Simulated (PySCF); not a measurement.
# [AuF2]−: other functionals and bases at one geometry

Aim: see how levels, charges and forces of [AuF2]− depend on the level of theory. The species was built from a template and needn't be a known compound.

Computed with PySCF 2.14.0. Level: several levels, as the steps say, no spin–orbit coupling.

2 further runs of the same task are left out: 2 for a known fault of the program. Runs told in other sessions of the task aren't counted.

**1. The system as given**

3 atoms, charge -1, spin multiplicity 1.

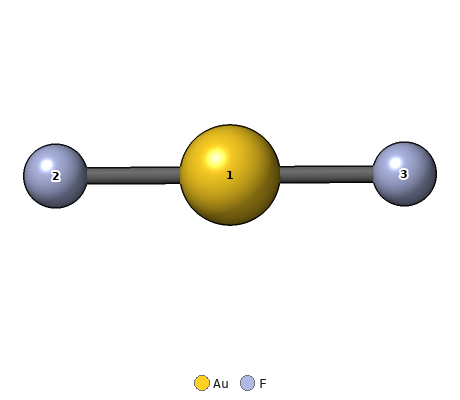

The geometry (gold amber, fluorine light blue); atoms are numbered from 1 in the order of the file.

As a file:

```tsv
atom	x (Å)	y (Å)	z (Å)
Au1	0.0000	0.0000	0.0000
F2	0.0000	0.0000	1.9697
F3	0.0000	0.0000	-1.9697
```

Formal oxidation states: Au +1. An earlier session relaxed this geometry at TPSS, Au def2-SVP with ECP60, F def2-SVP (singlet, point group D∞h).

At TPSS on the finer grid: E = -335.323921 Eh, HOMO 0.08 eV, LUMO 4.45 eV, Mulliken charge on Au1 -0.04 e, largest force component 0.047 eV/Å. The highest filled level lies above zero; it isn't the detachment energy.

Levels to run: CAM-B3LYP; revPBE; r2SCAN; PBE0; TPSS, TZVP; TPSS, x2c-SVP. Hardware: 2 threads of Arm Neoverse V1, shared host.

**2. CAM-B3LYP**

The input, run.py (the lines that set the calculation):

```python
mol = gto.M(atom='''
Au     0.00000     0.00000     0.00000
F      0.00000     0.00000     1.96971
F      0.00000     0.00000    -1.96971''',
    basis={'Au': 'def2-SVP', 'F': 'def2-SVP'},
    ecp={'Au': 'def2-SVP'},
    charge=-1, spin=0)
mf = dft.RKS(mol, xc='CAMB3LYP')
mf.grids.atom_grid = (75, 302)
mf = mf.density_fit()  # fitting sets: Au def2-universal-JKFIT, F def2-universal-JKFIT
mf.conv_tol = 1e-08; mf.max_cycle = 55
mf.kernel(dm0)  # dm0: the density of the relaxed state
```

On the command line:

```console
$ OMP_NUM_THREADS=2 python run.py
```

**3. revPBE**

run.py (the lines that set the calculation): that of step 2 with these lines changed.

```diff
@@ -7,3 +7,3 @@
     charge=-1, spin=0)
-mf = dft.RKS(mol, xc='CAMB3LYP')
+mf = dft.RKS(mol, xc='PBE_R,PBE')
 mf.grids.atom_grid = (75, 302)
```

**4. r2SCAN**

run.py (the lines that set the calculation): that of step 3 with these lines changed.

```diff
@@ -7,3 +7,3 @@
     charge=-1, spin=0)
-mf = dft.RKS(mol, xc='PBE_R,PBE')
+mf = dft.RKS(mol, xc='R2SCAN')
 mf.grids.atom_grid = (75, 302)
```

**5. PBE0**

run.py (the lines that set the calculation): that of step 4 with these lines changed.

```diff
@@ -7,3 +7,3 @@
     charge=-1, spin=0)
-mf = dft.RKS(mol, xc='R2SCAN')
+mf = dft.RKS(mol, xc='PBE0')
 mf.grids.atom_grid = (75, 302)
```

**6. TPSS, TZVP**

Basis: Au def2-TZVP with ECP60, F def2-TZVP. 

The input, run.py (the lines that set the calculation):

```python
mol = gto.M(atom='''
Au     0.00000     0.00000     0.00000
F      0.00000     0.00000     1.96971
F      0.00000     0.00000    -1.96971''',
    basis={'Au': 'def2-TZVP', 'F': 'def2-TZVP'},
    ecp={'Au': 'def2-TZVP'},
    charge=-1, spin=0)
mf = dft.RKS(mol, xc='TPSS')
mf.grids.atom_grid = (75, 302)
mf = mf.density_fit()  # fitting sets: Au def2-universal-JKFIT, F def2-universal-JKFIT
mf.conv_tol = 1e-08; mf.max_cycle = 55
mf.kernel(dm0)  # dm0: free metal ions and neutral atoms
```

**7. TPSS, x2c-SVP**

Basis: Au x2c-SVPall, F x2c-SVPall. All electrons are treated, with the spin-free X2C Hamiltonian.

The input, run.py (the lines that set the calculation):

```python
mol = gto.M(atom='''
Au     0.00000     0.00000     0.00000
F      0.00000     0.00000     1.96971
F      0.00000     0.00000    -1.96971''',
    basis={'Au': 'x2c-SVPall', 'F': 'x2c-SVPall'},
    nucmod='G',
    charge=-1, spin=0)
mf = dft.RKS(mol, xc='TPSS')
mf.grids.atom_grid = (99, 590)
mf = mf.density_fit()  # fitting sets: Au AutoAux, F AutoAux
mf = mf.sfx2c1e()
mf.conv_tol = 1e-08; mf.max_cycle = 55
mf.kernel(dm0)  # dm0: free metal ions and neutral atoms
```

Before running it: what results should come out? Wanted: for each run, HOMO; gap; charge on Au1; dipole; largest force component.

As calculated:

| level | state | HOMO (eV) | gap (eV) | charge on Au1 (e) | dipole (D) | largest force component (eV/Å) | basis functions | time |
| --- | --- | --- | --- | --- | --- | --- | --- | --- |
| TPSS (relaxed here) | singlet | 0.08 | 4.37 | -0.04 | 0.00 | 0.05 | 60 | 3.9 s |
| CAM-B3LYP | singlet | -3.02 | 9.23 | 0.05 | 0.00 | 0.23 | 60 | 1.5 s |
| revPBE | singlet | 0.22 | 4.14 | -0.07 | 0.00 | 0.38 | 60 | 1.2 s |
| r2SCAN | singlet | -0.22 | 4.75 | 0.02 | 0.00 | 0.13 | 60 | 1.5 s |
| PBE0 | singlet | -1.61 | 6.84 | 0.06 | 0.00 | 0.17 | 60 | 1.1 s |
| TPSS, TZVP | singlet | -0.39 | 4.43 | 0.17 | 0.00 | 0.29 | 102 | 4.9 s |
| TPSS, x2c-SVP | singlet | -0.26 | 4.50 | -0.17 | 0.00 | 0.03 | 94 | 14 s |

Times are on 2 threads of Arm Neoverse V1, shared host; the first row also made further properties. The dipole of a charged species depends on the origin, so these sizes hold for this origin alone.

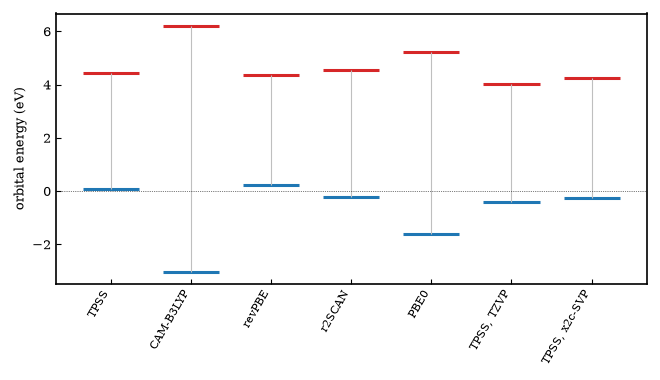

Highest filled and lowest empty level, method by method.

In one basis the HOMO–LUMO gap runs from 4.14 eV (revPBE) to 9.23 eV (CAM-B3LYP). The largest leftover force, 0.38 eV/Å with revPBE, stands at a geometry relaxed at another level. The Mulliken charge on Au spans -0.17 to +0.17 e over the levels. Total energies of different levels can't be compared. Spin–orbit coupling is left out throughout.
